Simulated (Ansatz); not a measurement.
# SnH4 (SMILES [H][Sn]([H])([H])[H]): PBE0/STO-3G

What is the electronic atomisation energy of SnH4 at PBE0/STO-3G? 

The calculation is run with Ansatz 0.2.0.

34 further runs of the same task are left out: 9 that didn't finish, 25 set aside as unsound or not needed.

### 1 The structure to begin with

SnH4 has 5 atoms, charge 0, and is taken as a singlet. As SMILES, `[H][Sn]([H])([H])[H]`. Geometry: a GFN2-xTB relaxation, a rough one for these elements and not checked as a minimum.

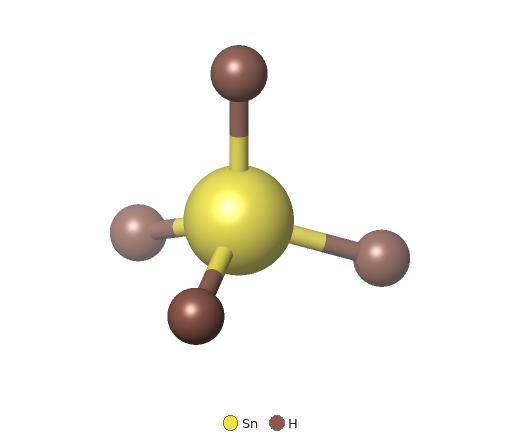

Viewed from a chosen angle; tin yellow, hydrogen brown.

### 2 The energy at PBE0/STO-3G

The input, in.yaml:

```yaml
crystal:
  periodic: [false, false, false]
  atoms:
    - {symbol: Sn, position_ang: [-0.000990, -0.000230, -0.000480]}
    - {symbol: H, position_ang: [0.011990, -0.018470, 1.638220]}
    - {symbol: H, position_ang: [1.540690, 0.010760, -0.554870]}
    - {symbol: H, position_ang: [-0.779740, 1.342080, -0.527140]}
    - {symbol: H, position_ang: [-0.771950, -1.334140, -0.555740]}
basis:
  gaussian:
    orbitals: STO-3G
accuracy: high
hamiltonian:
  xc: {name: PBE0}
```

Started as:

```
$ ansatz run in.yaml --threads 1 --pin off --max-ram 2610MiB --events-out events.jsonl --progress --plain --runs-dir runs
```

Output:

```text
Warning: RAYON_NUM_THREADS=1 ignored (pool sized by the plan → 1); use --threads N
Functional definition: PBE0
  name "PBE0"
  parameter a = 0.25
  parameter kappa = 0.804
  parameter beta = 0.06672455060314922
  exchange = (1 - a)*pbe_x(kappa = kappa, mu = beta*pi^2/3) + a*exact_x
  correlation = pbe_c(beta = beta)
547 factors; integrals over basis functions are off by at most 4.9e-9 eV
mean field evaluation 1: about -162382.0383 eV, gradient 6.9e0 eV
mean field evaluation 2: about -162382.2260 eV, gradient 2.7e0 eV
mean field evaluation 4: about -162382.2606 eV, gradient 4.8e-2 eV
mean field evaluation 8: about -162382.1898 eV, gradient 6.1e-4 eV
mean field -162382.18982782 eV, -5967.4354095708 hartree, gradient 3.1e-8 eV, S^2 0.000000; 0 other end points of the search recorded, 0 dependent functions left out
reference -162382.18982911 eV, -5967.4354096184 hartree; 27, 27 occupied and 4, 4 virtual orbitals, 547 factors
Total energy: -162382.18982911 eV, -5967.4354096184 hartree
```

Wall time 1.6 s (1 thread of Arm Neoverse V1, shared host); peak memory 0.1 GiB.

### 3 The H atom at the same level

The input, molecule.yaml:

```yaml
crystal:
  periodic: [false, false, false]
  atoms:
    - {symbol: H, position_ang: [0.000000, 0.000000, 0.000000]}
basis:
  gaussian: {orbitals: STO-3G}
magnetization: {spin_polarized: true, initial_magnetization: 1}
hamiltonian: {xc: pbe0}
accuracy: high
total_charge: 0
```

Run the same way, it converges to -0.46651 Eh (log not shown).

### 4 The Sn atom, same level

The input, job.yaml:

```yaml
basis:
  gaussian: {orbitals: STO-3G}
crystal:
  periodic: [false, false, false]
  atoms:
    - {symbol: Sn, position_ang: [0.000000, 0.000000, 0.000000]}
magnetization: {spin_polarized: true, initial_magnetization: 2}
hamiltonian: {xc: pbe0}
accuracy: high
```

Started as:

```
$ ansatz run job.yaml --threads 1 --pin off --max-ram 2610MiB --events-out events.jsonl --progress --plain --runs-dir runs
```

Output, cut to the lines that bear on the results:

```text
Warning: RAYON_NUM_THREADS=1 ignored (pool sized by the plan → 1); use --threads N
[... 7 set-up lines as earlier in the session ...]
251 factors; integrals over basis functions are off by at most 4.4e-9 eV
mean field evaluation 1: about -162313.4764 eV, gradient 2.1e-1 eV
mean field evaluation 2: about -162313.4765 eV, gradient 6.6e-3 eV
mean field evaluation 4: about -162313.4775 eV, gradient 1.1e-4 eV
mean field evaluation 8: about -162313.4775 eV, gradient 3.9e-8 eV
mean field -162313.47753268 eV, -5964.9102792993 hartree, gradient 2.4e-8 eV, S^2 2.000001; 0 other end points of the search recorded, 0 dependent functions left out
reference -162313.47753387 eV, -5964.9102793433 hartree; 26, 24 occupied and 1, 3 virtual orbitals, 251 factors
Total energy: -162313.47753387 eV, -5964.9102793433 hartree
```

Wall time 1.1 s (1 thread of Arm Neoverse V1, shared host); peak memory 0.1 GiB.

### 5 What came out

At PBE0/STO-3G:

```
                     quantity           value
       molecule: total energy  -5967.43541 Eh
         H atom: total energy     -0.46651 Eh
                 H atom: ⟨S²⟩           0.750
        Sn atom: total energy  -5964.91028 Eh
                Sn atom: ⟨S²⟩           2.000
electronic atomisation energy       17.935 eV
```

What this shows: Taking the molecule apart into free atoms costs 17.93 eV (414 kcal/mol), before zero-point energy and without spin-orbit coupling. In a minimal basis such a difference can be off by several eV, whatever the method. Relativity is left out (molecule) although the molecule holds a heavy atom. Relativity is left out (Sn atom) although the molecule holds a heavy atom.
